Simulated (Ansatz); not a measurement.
**Al2Cu: pressure series**

Consider Al₂Cu (space group I4/mcm, No. 140).

```cif
data_Al4Cu2
_chemical_formula_sum 'Al4 Cu2'
_space_group_name_H-M_alt 'P 1'
_space_group_IT_number 1
_cell_length_a 4.92921
_cell_length_b 4.92921
_cell_length_c 4.92921
_cell_angle_alpha 104.148
_cell_angle_beta 104.148
_cell_angle_gamma 120.740
loop_
_space_group_symop_operation_xyz
  'x, y, z'
loop_
_atom_site_label
_atom_site_type_symbol
_atom_site_fract_x
_atom_site_fract_y
_atom_site_fract_z
_atom_site_occupancy
Al1 Al 0.65828 0.15828 0.81655 1
Al2 Al 0.84172 0.65828 0.50000 1
Al3 Al 0.15828 0.34172 0.50000 1
Al4 Al 0.34172 0.84172 0.18345 1
Cu1 Cu 0.25000 0.25000 0.00000 1
Cu2 Cu 0.75000 0.75000 0.00000 1
```

Cell and atoms are relaxed at each pressure.

Computed with PBE (Ansatz, a first-principles code, PAW, scalar-relativistic without spin-orbit coupling), earlier PAW set.

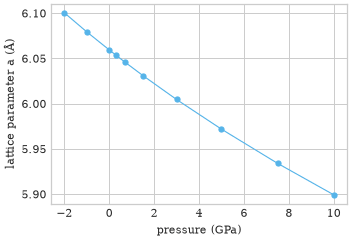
Fig. 1. Lattice parameter a against pressure

From the plot, what is the lattice parameter a for pressure 3 GPa?

About 6.00 Å.

Is the trend monotonic over the range shown?

Yes, it falls throughout, spanning 5.899 Å to 6.100 Å.

Load acts through the strain it causes; cell and atoms are relaxed under it. Stability against distortions was not tested. Competing high-pressure phases were not computed. All final runs are without spin polarisation.
